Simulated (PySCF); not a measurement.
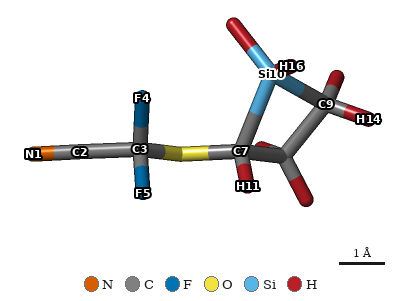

Starting structure of C₅H₇F₂NOSi. Style: stick. Shown from a free direction.

The start comes from GFN2-xTB. Its atoms were then displaced at random by about 0.01 Å.

Theory: PySCF 2.14.0, density-fitted response routines, PBE0-D3(BJ)/def2-SVP geometry optimisation, gas phase.

```xyz
17

N     4.2300    0.2612    1.1530
C     3.3073    0.0860    0.4718
C     2.1250   -0.1580   -0.4006
F     2.0646    0.8952   -1.2897
F     2.4094   -1.2303   -1.2252
O     1.0595   -0.3209    0.3430
C    -0.1589   -0.5367   -0.3966
C    -1.3331   -0.6895    0.5632
C    -2.3572    0.2732   -0.0755
Si   -0.9918    1.0141   -1.1981
H    -0.0370   -1.4113   -1.0302
H    -1.6971   -1.7190    0.6666
H    -1.0777   -0.3342    1.5444
H    -3.1418   -0.2700   -0.6353
H    -2.8651    0.9122    0.6103
H    -1.1305    0.9543   -2.6507
H    -0.4221    2.2854   -0.7345
```

> Where does the relaxation end?

H15 moves most after the best rigid fit: 0.49 Å. Largest moves by element: H 0.49 Å, N 0.31 Å, C 0.21 Å, F 0.16 Å, O 0.09 Å, Si 0.06 Å. Some distances before and after: C3–F5 1.382 → 1.350 Å, Si10–H16 1.460 → 1.492 Å, C8–H13 1.074 → 1.103 Å, C3–F4 1.380 → 1.356 Å. Bond angles that change, for instance: O6–C7–Si10 117.2° → 123.6°, C7–Si10–H16 114.9° → 120.1°, Si10–C7–H11 116.9° → 111.9°. The energy falls by 4.84 kcal/mol in 12 geometry steps.

Step by step:

| step | E − E(0), kcal/mol |
| --- | --- |
| 0 | 0.00 |
| 1 | -3.28 |
| 2 | -3.67 |
| 3 | -3.84 |
| 4 | -3.96 |
| 5 | -4.18 |
| 6 | -4.38 |
| 7 | -4.58 |
| 8 | -4.71 |
| 9 | -4.78 |
| 10 | -4.82 |
| 11 | -4.84 |
| 12 | -4.84 |

Final geometry:

```xyz
17

N     4.3350   -0.0135    1.0600
C     3.3891   -0.0972    0.4044
C     2.1784   -0.1843   -0.4505
F     2.0708    0.9624   -1.1658
F     2.3491   -1.1645   -1.3626
O     1.1178   -0.3943    0.3291
C    -0.1470   -0.4804   -0.3316
C    -1.3185   -0.5269    0.6599
C    -2.4184    0.1252   -0.2163
Si   -1.0237    1.0184   -1.1426
H    -0.1519   -1.3656   -0.9899
H    -1.5508   -1.5247    1.0664
H    -1.0706    0.1286    1.5110
H    -2.9147   -0.6198   -0.8581
H    -3.1906    0.6883    0.3239
H    -1.0434    1.1597   -2.6282
H    -0.6273    2.3004   -0.4929
```

After the run, drawn alike:

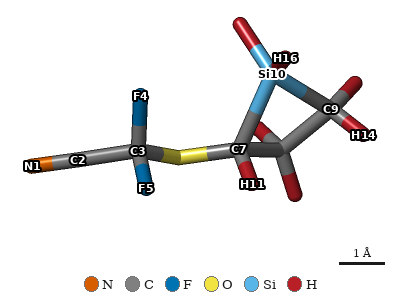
